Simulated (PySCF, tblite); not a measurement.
**C₄HF₅O: geometry, infrared bands and NMR shifts**

Wanted: the infrared bands and NMR shifts of C₄HF₅O (`O=C(F)/C(=C/F)C(F)(F)F`), by calculation.

Computed with tblite 0.8.0 and PySCF 2.14.0, with density-fitted response routines of our own, on a single molecule in the gas phase. Atoms count from 0, in the outputs and in this text.

### Step 1. Starting geometry

11 atoms, charge 0, multiplicity 1; geometry from: force field or distance geometry start.

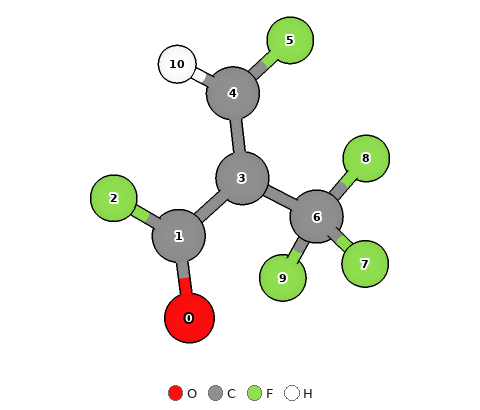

The starting geometry (oxygen red, carbon grey, fluorine green, hydrogen white), atoms numbered; sticks join atoms by distance.

### Step 2. Relaxing the molecule with GFN2-xTB

The job: settings as JSON, then the geometry in Å.

```
{"job": {"kind": "relax", "xc": "GFN2-xTB", "basis": "xTB"}, "charge": 0, "multiplicity": 1}
O     -0.814000    -2.184600     0.242600
C     -1.180900    -0.966600     0.187500
F     -2.439600    -0.581200     0.308200
C     -0.162000     0.095000     0.008100
C     -0.525700     1.355500    -0.025200
F      0.396200     2.326600    -0.200400
C      1.253600    -0.275400    -0.111600
F      1.627000    -0.932500     1.043600
F      2.096100     0.759900    -0.415500
F      1.340100    -1.232800    -1.121300
H     -1.585500     1.638800     0.058100
```

Launch:

```sh
OMP_NUM_THREADS=1 python probes_run.py task.json out
```

One launch serves the whole session: the jobs run in the order shown.

**Question.** This job is followed by: GFN2-xTB harmonic vibrations, gas phase; GIAO PBE0/pcSseg-1 NMR shielding, non-relativistic, gas phase. Predict these results of the whole session: strongest single infrared mode (GFN2-xTB); zero-point energy (GFN2-xTB); 13C shifts against TMS (PBE0/pcSseg-1); 1H shifts against TMS (PBE0/pcSseg-1); 17O shifts against H2O (PBE0/pcSseg-1); 19F shifts against CFCl3 (PBE0/pcSseg-1, means over atoms taken as alike); surface potential, least and greatest.

As calculated:

| quantity | value |
| --- | --- |
| strongest single infrared mode (GFN2-xTB) | 1863 cm⁻¹, 420 km/mol |
| zero-point energy (GFN2-xTB) | 30.5 kcal/mol |
| 13C shifts against TMS (PBE0/pcSseg-1) | 177.8, 157.8, 129.5, 114.7 ppm |
| 1H shifts against TMS (PBE0/pcSseg-1) | 8.10 ppm |
| 17O shifts against H2O (PBE0/pcSseg-1) | 455.8 ppm |
| 19F shifts against CFCl3 (PBE0/pcSseg-1, means over atoms taken as alike) | 19.3, -76.5, -79.0 ppm |
| surface potential, least and greatest | -1.15 V and 2.01 V |

What this shows: Over 29 steps the energy fell by 0.792 eV; of the close pairs, O0–C1 changed most, 1.273 to 1.176 Å. No mode is imaginary among the 27: a minimum at this level. The strongest single mode, at 1863 cm⁻¹, moves mainly C1 and O0. Unscaled tight-binding wavenumbers are off by several per cent, some by more. Its intensities can rank the bands wrongly. At PBE0/pcSseg-1: Shielding is most anisotropic at O0 (span 648 ppm, paramagnetic term -519 ppm). At PBE0/pcSseg-1, counted by nearest atom on the grid, the HOMO lies on C3 41 %; C4 24 %, the LUMO on C4 33 %; C1, C3 about 16 % each.
